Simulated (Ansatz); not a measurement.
```
CELL_PARAMETERS angstrom
4.39824 0.00000 0.00000
0.00000 4.39824 0.00000
0.00000 0.00000 31.08462
ATOMIC_POSITIONS crystal
Al 0.00000 0.50000 0.35005
Al 0.50000 0.00000 0.85005
Al 0.00000 0.50000 0.14995
Al 0.50000 0.00000 0.64995
Ga 0.50000 0.00000 0.25000
Ga 0.00000 0.50000 0.75000
Ga 0.50000 0.00000 0.45017
Ga 0.00000 0.50000 0.95017
Ga 0.50000 0.00000 0.04983
Ga 0.00000 0.50000 0.54983
Sb 0.50000 0.50000 0.20001
Sb 0.00000 0.00000 0.70001
Sb 0.00000 0.00000 0.29999
Sb 0.50000 0.50000 0.79999
Sb 0.50000 0.50000 0.40012
Sb 0.00000 0.00000 0.90012
Sb 0.50000 0.50000 0.00000
Sb 0.00000 0.00000 0.50000
Sb 0.00000 0.00000 0.09988
Sb 0.50000 0.50000 0.59988
```

Space group I-4m2; a structure generated by program, which may or may not match a known phase; computed pressure about −3 GPa in this cell.

The calculation used DFT LDA, scalar-relativistic, plane waves, PAW in Ansatz 0.2.0.

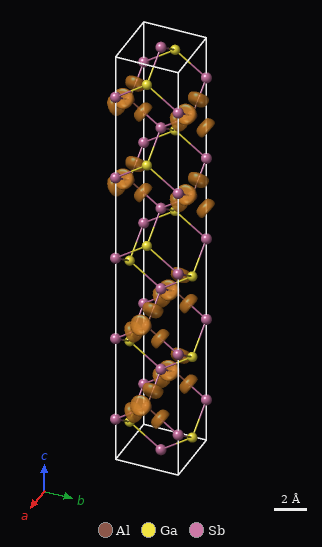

Al₂Ga₃Sb₅. Isosurface of the ELF at 0.75 (orange), seen at an oblique angle. Only the valence region is drawn (cores and ρ < 0.01 e/Å³ removed). Sticks mark near contacts.

Core electrons are frozen (PAW), and the valence fields are smoothed inside the atomic spheres.

What do the ELF domains correspond to?

The surface consists of 16 regions between bonded Al–Sb atoms (shared pairs), counted in one cell of 20 atoms. Regions shared between cells count once. Profiles from the grid: Ga–Sb (2.69 Å): the ELF peaks at about 0.70 between the atoms. Al–Sb (2.69 Å): the ELF peaks at about 0.90 between the atoms: localised, covalent bonding.
